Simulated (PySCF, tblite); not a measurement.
**C₂H₁₁B₂NP₂: geometry, infrared bands and NMR shifts**

Aim: predict the infrared bands and NMR shifts of C₂H₁₁B₂NP₂ (`CBNCB(P)P`).

Computed with tblite 0.8.0 and PySCF 2.14.0, with density-fitted response routines of our own, on a single molecule in the gas phase. Atoms are numbered from 0 throughout.

## 1. The molecule as given

18 atoms, charge 0, multiplicity 1; geometry from: force field or distance geometry start.

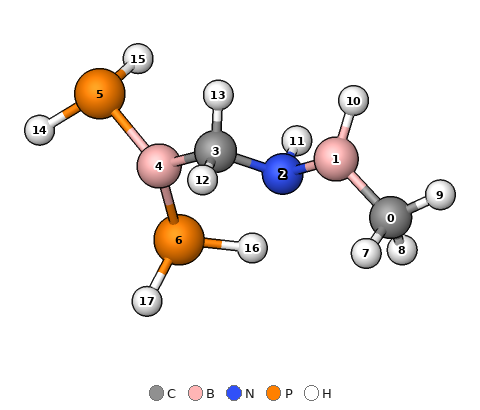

As it starts; carbon grey, boron pink, nitrogen blue, phosphorus orange, hydrogen white, atoms numbered.

## 2. Geometry optimisation with GFN2-xTB

The job: settings as JSON, then the geometry in Å.

```
{"job": {"kind": "relax", "xc": "GFN2-xTB", "basis": "xTB"}, "charge": 0, "multiplicity": 1}
C     -3.146700     0.467400     0.030200
B     -1.958900    -0.547300     0.179300
N     -0.585400    -0.079300    -0.349400
C      0.425100    -0.452900     0.602200
B      1.848700     0.009700     0.100500
P      3.319100    -1.224600    -0.076100
P      1.895300     1.511500    -1.130400
H     -3.125000     1.120400     0.946500
H     -3.035800     1.152000    -0.819000
H     -4.127000    -0.077000    -0.061900
H     -2.191900    -1.704400     0.090900
H     -0.421400    -0.663700    -1.205600
H      0.178800     0.022200     1.589300
H      0.397800    -1.558200     0.727800
H      4.533800    -0.383400    -0.051700
H      3.184300    -1.854900    -1.374900
H      0.717600     1.583000    -1.961200
H      2.082700     2.685600    -0.307200
```

The run is started by

```
> OMP_NUM_THREADS=1 python probes_run.py task.json out
```

The driver reads the jobs from task.json and runs them one after another.

The log of the run:

```text
step      E/eV     max force
  0    -549.26827    2.511
  1    -549.68018    1.824
  2    -550.28868    2.034
  3    -550.54626    1.403
  4    -550.77827    0.968
  5    -550.84199    0.837
  6    -550.91828    0.466
  7    -550.94292    0.357
  8    -550.97671    0.339
  9    -551.00046    0.459
 10    -551.03191    0.560
 11    -551.06755    0.571
 12    -551.11917    0.756
 13    -551.18072    0.661
 14    -551.23277    0.487
 15    -551.27967    0.622
 16    -551.34710    0.896
 17    -551.42255    1.102
 18    -551.37971    2.312
 19    -551.56436    0.646
 20    -551.63216    0.440
 21    -551.72549    0.694
 22    -551.77179    0.648
 23    -551.85941    0.407
 24    -551.89110    0.445
 25    -551.91802    0.593
 26    -551.94242    0.466
 27    -551.96653    0.903
 28    -551.99813    0.529
 29    -552.02886    0.515
 30    -552.07323    0.618
 31    -552.10073    0.492
 32    -552.13761    0.462
 33    -552.17010    0.475
 34    -552.20271    0.524
 35    -552.22647    0.382
 36    -552.24384    0.283
 37    -552.25806    0.306
 38    -552.27091    0.357
 39    -552.28412    0.334
 40    -552.29843    0.275
 41    -552.31192    0.311
 42    -552.32291    0.356
 43    -552.33364    0.300
 44    -552.34356    0.223
 45    -552.35368    0.222
 46    -552.36322    0.300
 47    -552.37325    0.296
 48    -552.38391    0.345
 49    -552.39369    0.425
 50    -552.40636    0.256
 51    -552.41765    0.202
 52    -552.42719    0.208
 53    -552.43459    0.282
 54    -552.44344    0.272
 55    -552.45200    0.216
 56    -552.46058    0.198
 57    -552.46721    0.239
 58    -552.47250    0.146
 59    -552.47604    0.137
 60    -552.47984    0.157
 61    -552.48679    0.232
 62    -552.49739    0.326
 63    -552.50870    0.320
 64    -552.51632    0.182
 65    -552.51843    0.360
 66    -552.52273    0.164
 67    -552.52556    0.114
 68    -552.52814    0.075
 69    -552.53143    0.089
 70    -552.53315    0.099
 71    -552.53486    0.097
 72    -552.53620    0.083
 73    -552.53789    0.069
 74    -552.53907    0.067
 75    -552.54000    0.080
 76    -552.54087    0.073
 77    -552.54161    0.057
 78    -552.54224    0.055
 79    -552.54283    0.055
 80    -552.54348    0.058
 81    -552.54430    0.064
 82    -552.54518    0.063
 83    -552.54595    0.061
 84    -552.54664    0.068
 85    -552.54737    0.059
 86    -552.54825    0.056
 87    -552.54924    0.060
 88    -552.55019    0.067
 89    -552.55108    0.081
 90    -552.55198    0.084
 91    -552.55296    0.078
 92    -552.55396    0.071
 93    -552.55490    0.068
 94    -552.55581    0.082
 95    -552.55678    0.090
 96    -552.55794    0.086
 97    -552.55928    0.103
 98    -552.56066    0.080
 99    -552.56177    0.086
100    -552.56281    0.088
101    -552.56381    0.070
102    -552.56482    0.060
103    -552.56568    0.073
104    -552.56657    0.090
105    -552.56797    0.082
106    -552.56986    0.092
107    -552.57161    0.103
108    -552.57235    0.150
109    -552.57341    0.089
110    -552.57409    0.067
111    -552.57549    0.051
112    -552.57613    0.058
113    -552.57685    0.049
114    -552.57726    0.051
115    -552.57756    0.039
116    -552.57779    0.036
117    -552.57800    0.033
118    -552.57823    0.033
119    -552.57844    0.034
120    -552.57861    0.032
121    -552.57877    0.028
122    -552.57893    0.027
123    -552.57912    0.030
124    -552.57932    0.036
125    -552.57952    0.037
126    -552.57972    0.035
127    -552.57995    0.040
128    -552.58025    0.046
129    -552.58060    0.039
130    -552.58094    0.045
131    -552.58121    0.040
132    -552.58149    0.048
133    -552.58183    0.053
134    -552.58224    0.060
135    -552.58265    0.058
136    -552.58306    0.060
137    -552.58353    0.049
138    -552.58408    0.050
139    -552.58458    0.056
140    -552.58491    0.044
141    -552.58511    0.050
142    -552.58531    0.042
143    -552.58553    0.045
144    -552.58573    0.043
145    -552.58586    0.020
146    -552.58592    0.021
147    -552.58596    0.017
148    -552.58601    0.015
149    -552.58606    0.018
150    -552.58613    0.020
151    -552.58620    0.019
152    -552.58628    0.020
153    -552.58636    0.023
154    -552.58646    0.029
155    -552.58657    0.019
156    -552.58665    0.016
157    -552.58670    0.014
158    -552.58673    0.012
159    -552.58676    0.018
160    -552.58682    0.023
161    -552.58690    0.029
162    -552.58700    0.032
163    -552.58710    0.030
164    -552.58722    0.025
165    -552.58739    0.030
166    -552.58761    0.035
167    -552.58784    0.037
168    -552.58803    0.031
169    -552.58818    0.024
170    -552.58830    0.031
171    -552.58838    0.029
172    -552.58844    0.027
173    -552.58849    0.018
174    -552.58856    0.014
175    -552.58860    0.018
176    -552.58865    0.015
177    -552.58868    0.014
178    -552.58872    0.014
179    -552.58877    0.017
180    -552.58883    0.019
181    -552.58889    0.019
182    -552.58897    0.018
183    -552.58904    0.034
184    -552.58912    0.026
185    -552.58921    0.020
186    -552.58932    0.015
187    -552.58935    0.011
188    -552.58939    0.010
```

It took 1.5 s on 1 thread of Arm Neoverse V1, shared host; peak memory 0.18 GiB.

Relaxation path: (not every step is listed)

| step | energy from step 0 (eV) | largest force (eV/Å) |
| --- | --- | --- |
| 0 | 0.0000 | 2.5107 |
| 1 | -0.4119 | 1.8243 |
| 2 | -1.0204 | 2.0338 |
| 3 | -1.2780 | 1.4035 |
| 4 | -1.5100 | 0.9684 |
| 5 | -1.5737 | 0.8372 |
| 6 | -1.6500 | 0.4665 |
| 7 | -1.6746 | 0.3566 |
| 8 | -1.7084 | 0.3392 |
| 25 | -2.6497 | 0.5932 |
| 42 | -3.0546 | 0.3564 |
| 59 | -3.2078 | 0.1372 |
| 76 | -3.2726 | 0.0734 |
| 93 | -3.2866 | 0.0679 |
| 110 | -3.3058 | 0.0675 |
| 127 | -3.3117 | 0.0398 |
| 144 | -3.3175 | 0.0426 |
| 161 | -3.3186 | 0.0295 |
| 178 | -3.3204 | 0.0141 |
| 183 | -3.3208 | 0.0342 |
| 184 | -3.3208 | 0.0263 |
| 185 | -3.3209 | 0.0200 |
| 186 | -3.3211 | 0.0147 |
| 187 | -3.3211 | 0.0114 |
| 188 | -3.3211 | 0.0099 |

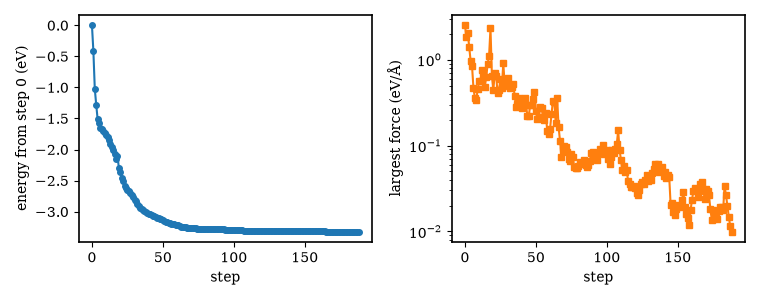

Energy and force, step by step.

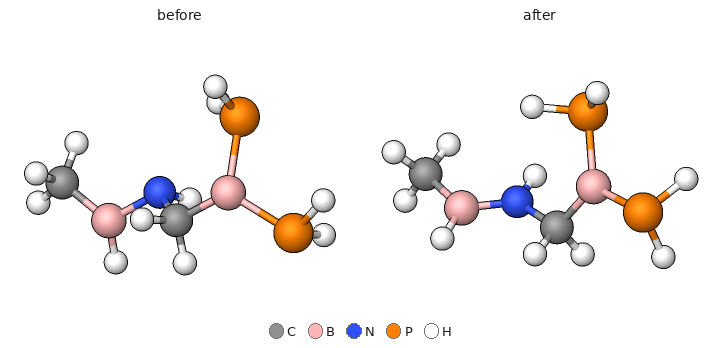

Before and after, at one scale.

Close pairs (by a distance rule), those that changed most:

| bond | before (Å) | after (Å) | change (Å) |
| --- | --- | --- | --- |
| B1–N2 | 1.544 | 1.380 | -0.165 |
| P5–H14 | 1.478 | 1.383 | -0.094 |
| P5–H15 | 1.450 | 1.382 | -0.068 |
| P6–H17 | 1.446 | 1.384 | -0.062 |
| P6–H16 | 1.443 | 1.381 | -0.062 |
| B4–P6 | 1.942 | 1.883 | -0.059 |
| B4–P5 | 1.928 | 1.885 | -0.043 |
| N2–H11 | 1.050 | 1.013 | -0.037 |

The final coordinates are the input of the step that follows.

## 3. Infrared spectrum with GFN2-xTB

The job: settings as JSON, then the geometry in Å.

```
{"job": {"kind": "ir", "xc": "GFN2-xTB", "basis": "xTB"}, "charge": 0, "multiplicity": 1}
C     -3.162838     0.500638    -0.182310
B     -1.880572    -0.196072     0.435960
N     -0.774891    -0.429495    -0.355425
C      0.503252    -1.006532     0.030801
B      1.759867    -0.079629    -0.247747
P      3.479384    -0.602901     0.320466
P      1.528815     1.547773    -1.166055
H     -3.462323     1.366591     0.405831
H     -3.019553     0.833888    -1.208636
H     -4.013107    -0.179678    -0.175389
H     -1.844319    -0.523760     1.563686
H     -0.784817    -0.163330    -1.332426
H      0.448794    -1.254533     1.097100
H      0.631397    -1.974672    -0.481909
H      4.190476    -0.228331    -0.805619
H      3.438833    -1.947250     0.001119
H      0.457916     2.044539    -0.449842
H      2.494927     2.299072    -0.520302
```

The log of the run:

```text
mode    cm-1     km/mol
  1      41.1      0.70
  2      51.6      1.15
  3      89.1      0.34
  4     112.0      5.86
  5     154.4      0.60
  6     174.2      3.07
  7     180.5     11.91
  8     225.8     16.46
  9     233.4      6.93
 10     262.0     15.97
 11     321.8      2.09
 12     434.3      6.98
 13     492.3     10.11
 14     601.2     57.69
 15     612.8     65.78
 16     618.1     26.21
 17     699.1      6.44
 18     733.2      2.01
 19     765.9     36.26
 20     782.6     35.98
 21     811.5     18.69
 22     879.3     57.78
 23     884.6    101.18
 24     991.1     22.62
 25    1013.6     20.81
 26    1040.9     26.43
 27    1096.3     35.86
 28    1112.8     57.46
 29    1120.9     42.95
 30    1165.7     57.28
 31    1260.3      3.92
 32    1315.4     33.39
 33    1396.4     23.27
 34    1436.6     23.44
 35    1478.6    260.65
 36    1503.3      1.78
 37    1515.7     21.09
 38    2305.6     22.60
 39    2320.0    116.32
 40    2393.6    126.12
 41    2403.1    147.52
 42    2592.9    163.14
 43    2829.5     50.04
 44    2936.3     23.51
 45    3010.2     45.75
 46    3017.3     68.34
 47    3026.0     24.83
 48    3388.0      6.20
```

Wall time 0.68 s (1 thread of Arm Neoverse V1, shared host); peak memory 0.18 GiB.

The strongest bands and the atoms that carry them (share of the mass-weighted mode):

| cm⁻¹ | km/mol | atoms |
| --- | --- | --- |
| 613 | 65.8 | H14 17 %, H15 15 %, H11 15 %, N2 13 % |
| 885 | 101.2 | B1 20 %, H9 19 %, H10 17 %, H7 13 % |
| 1479 | 260.6 | N2 39 %, B1 27 %, H11 12 % |
| 2320 | 116.3 | H17 50 %, H16 28 %, H14 12 % |
| 2394 | 126.1 | H15 49 %, H14 39 % |
| 2403 | 147.5 | H16 54 %, H17 34 % |
| 2593 | 163.1 | H10 92 % |
| 3017 | 68.3 | H8 73 %, H7 13 % |

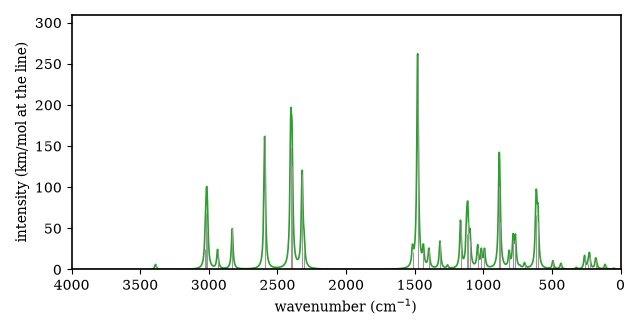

The infrared spectrum from these modes, unscaled. Lines are broadened to a width of 14 cm⁻¹ (Lorentzian).

## 4. NMR shieldings: PBE0/pcSseg-1

Same as in step 3 but for these lines:

```diff
@@ -1,2 +1,2 @@
-{"job": {"kind": "ir", "xc": "GFN2-xTB", "basis": "xTB"}, "charge": 0, "multiplicity": 1}
+{"job": {"kind": "nmr", "xc": "PBE0", "basis": "pcSseg-1"}, "charge": 0, "multiplicity": 1}
 C     -3.162838     0.500638    -0.182310
```

Method: GIAO PBE0/pcSseg-1 NMR shielding, non-relativistic, gas phase.

The log of the run:

```text
coarse grid: 15480 points
cycle   1  E = -869.3884855868  dE =  5.410e-01  |g| = 4.252e-01  |ddm| = 3.650e+00
cycle   2  E = -869.3880887915  dE =  3.968e-04  |g| = 4.414e-01  |ddm| = 8.553e-01
cycle   3  E = -869.4388559362  dE = -5.077e-02  |g| = 6.070e-02  |ddm| = 4.605e-01
cycle   4  E = -869.4395217096  dE = -6.658e-04  |g| = 3.276e-02  |ddm| = 8.211e-02
cycle   5  E = -869.4397677160  dE = -2.460e-04  |g| = 5.834e-03  |ddm| = 2.807e-02
cycle   6  E = -869.4397757733  dE = -8.057e-06  |g| = 1.735e-03  |ddm| = 7.029e-03
final grid: 138768 points
cycle   7  E = -869.4764255399  dE = -4.541e-05  |g| = 8.592e-03  |ddm| = 3.892e-02
cycle   8  E = -869.4764157067  dE =  9.833e-06  |g| = 1.050e-02  |ddm| = 1.842e-02
cycle   9  E = -869.4764445308  dE = -2.882e-05  |g| = 1.289e-03  |ddm| = 1.124e-02
cycle  10  E = -869.4764449741  dE = -4.433e-07  |g| = 2.177e-04  |ddm| = 1.446e-03
cycle  11  E = -869.4764449837  dE = -9.612e-09  |g| = 7.013e-05  |ddm| = 2.229e-04
cycle  12  E = -869.4764449849  dE = -1.201e-09  |g| = 2.439e-05  |ddm| = 1.003e-04
cycle  13  E = -869.4764449851  dE = -1.453e-10  |g| = 5.722e-06  |ddm| = 2.782e-05
converged SCF energy = -869.4764449851

GIAO shielding tensors (ppm)
atom      isotropic    diamagn.    paramagn.     s11        s22        s33       span
  0 C      180.727     252.096     -71.369    169.585    179.632    192.965     23.381
  1 B       60.746     196.475    -135.729     21.451     49.673    111.113     89.662
  2 N      124.935     324.754    -199.820     17.026    168.490    189.288    172.263
  3 C      130.120     247.077    -116.957    109.592    123.913    156.855     47.263
  4 B       -3.086     197.579    -200.665    -84.362    -52.452    127.557    211.919
  5 P      527.959     967.015    -439.056    451.028    512.366    620.482    169.454
  6 P      519.819     969.276    -449.456    436.540    516.405    606.513    169.973
  7 H       31.198      30.000       1.198     28.061     28.306     37.227      9.167
  8 H       31.691      32.080      -0.389     27.768     31.228     36.076      8.308
  9 H       31.275      28.573       2.703     27.964     27.990     37.872      9.907
 10 H       26.813      32.675      -5.861     25.134     26.509     28.797      3.662
 11 H       27.374      35.890      -8.516     23.029     28.867     30.225      7.195
 12 H       27.707      31.756      -4.049     23.185     28.821     31.116      7.931
 13 H       27.709      30.492      -2.783     21.885     28.145     33.096     11.211
 14 H       28.990      29.423      -0.433     23.797     28.030     35.142     11.344
 15 H       29.205      29.606      -0.401     24.288     27.058     36.269     11.981
 16 H       28.655      32.063      -3.408     22.734     27.974     35.258     12.524
 17 H       28.981      30.896      -1.915     23.904     27.593     35.447     11.543
```

Wall time 28 s (1 thread of Arm Neoverse V1, shared host); peak memory 0.84 GiB.

The references, computed at this level on geometries of the same kind, shield at (ppm): ¹H TMS 31.72, ¹³C TMS 186.9, ¹⁵N NH3 267.7, ³¹P H3PO4 318.4, ¹¹B BF3·OEt2 100.1. Their shielding less the atom's gives the shift. The references are single molecules in the gas phase, so shifts against H2O, NH3, PH3, H3PO4 or CFCl3 are not on the usual liquid scales and can be off by tens of ppm. Atoms listed in one row are averaged.

| atoms | environment | σ (ppm) | δ (ppm) | δ scaled to CDCl3 |
| --- | --- | --- | --- | --- |
| C3 | sp3 CH2 bonded to B and N | 130.1 | 56.8 | 53.5 |
| C0 | methyl carbon bonded to B | 180.7 | 6.2 | 4.1 |
| H10 | hydrogen on a boron bonded to C, N | 26.81 | 4.90 | – |
| H11 | hydrogen on a nitrogen bonded to C, B | 27.37 | 4.34 | – |
| H12, H13 | hydrogen on an sp3 CH2 bonded to B and N | 27.71 | 4.01 | 3.89 |
| H14, H15, H16, H17 | hydrogen on a phosphorus bonded to B | 28.96 | 2.76 | – |
| H7, H8, H9 | hydrogen on a methyl carbon bonded to B | 31.39 | 0.33 | 0.42 |
| B4 | boron bonded to C, 2 P | -3.1 | 103.2 | – |
| B1 | boron bonded to C, N, H | 60.7 | 39.3 | – |
| N2 | nitrogen bonded to C, B, H | 124.9 | 142.8 | – |
| P5, P6 | phosphorus bonded to B, 2 H | 523.9 | -205.5 | – |

The scaled column applies a straight-line fit of computed shieldings to shifts measured in CDCl3 (root-mean-square error 0.16 ppm for H, 1.9 ppm for C).

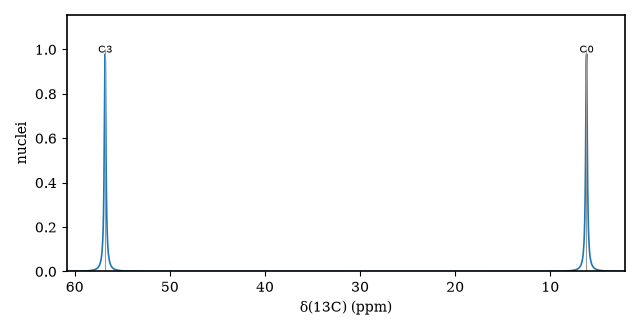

¹³C lines at the computed shifts, without couplings. Lines are broadened to a width of 0.20 ppm (Lorentzian).

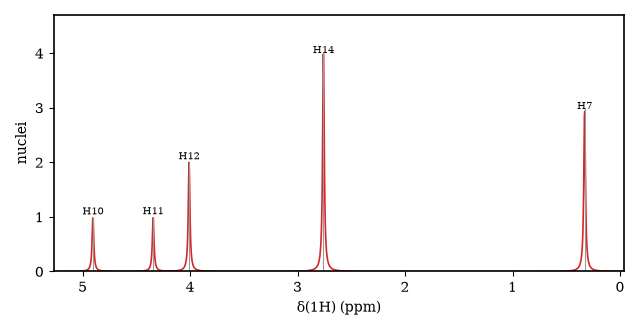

¹H lines at the computed shifts, without couplings. Lines are broadened to a width of 0.02 ppm (Lorentzian).

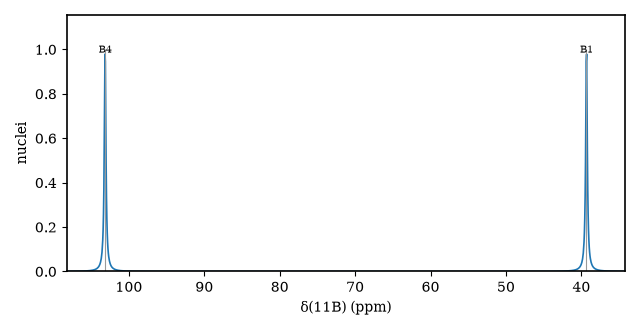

¹¹B lines at the computed shifts, without couplings. Lines are broadened to a width of 0.26 ppm (Lorentzian).

Charges from the same density, by scheme (e):

| atoms | Mulliken | IAO | Hirshfeld | ESP fit |
| --- | --- | --- | --- | --- |
| C0 | -0.53 | -0.57 | -0.20 | -0.59 |
| B1 | 0.28 | 0.11 | 0.13 | 0.45 |
| N2 | -0.52 | -0.35 | -0.16 | -0.66 |
| C3 | -0.15 | -0.27 | -0.09 | 0.01 |
| B4 | -0.01 | -0.13 | 0.07 | 0.19 |
| P5, P6 | -0.08 | 0.10 | 0.01 | -0.40 |

Mulliken charges:

C0 -0.53; B1 0.28; N2 -0.52; C3 -0.15; B4 -0.01; P5 -0.06; P6 -0.09; H7 0.12; H8 0.10; H9 0.12; H10 -0.02; H11 0.20; H12 0.15; H13 0.14; H14 0.06; H15 0.05; H16 0.08; H17 0.07

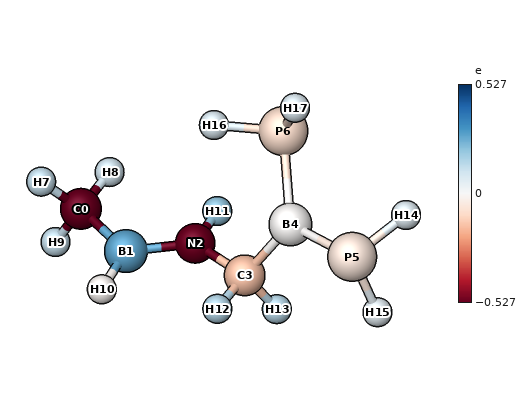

Mulliken charges, as colours on the atoms.

Mayer bond orders: C0–B1 1.02, B1–N2 1.35, N2–C3 0.93, C3–B4 1.01, B4–P5 1.15, B4–P6 1.17.

## 5. Results

```
                                                                 quantity                             value
                                strongest single infrared mode (GFN2-xTB)             1479 cm⁻¹, 261 km/mol
                                             zero-point energy (GFN2-xTB)                     82.7 kcal/mol
                                   ¹³C shifts against TMS (PBE0/pcSseg-1)                     56.8, 6.2 ppm
   ¹H shifts against TMS (PBE0/pcSseg-1, means over atoms taken as alike)  4.90, 4.34, 4.01, 2.76, 0.33 ppm
                              ¹¹B shifts against BF3·OEt2 (PBE0/pcSseg-1)                   103.2, 39.3 ppm
                                   ¹⁵N shifts against NH3 (PBE0/pcSseg-1)                         142.8 ppm
³¹P shifts against H3PO4 (PBE0/pcSseg-1, means over atoms taken as alike)                        -205.5 ppm
```

Relaxing lowered the energy by 3.321 eV in 188 steps; the close pair that moved most is B1–N2, from 1.544 to 1.380 Å. All 48 modes are real, so the xTB geometry is a minimum. The strongest single mode, at 1479 cm⁻¹, is carried by N2, B1, H11. Unscaled tight-binding wavenumbers are off by several per cent, some by more. Its intensities can rank the bands wrongly. At PBE0/pcSseg-1: The largest span, 212 ppm, is at B4, where the paramagnetic term is -201 ppm.
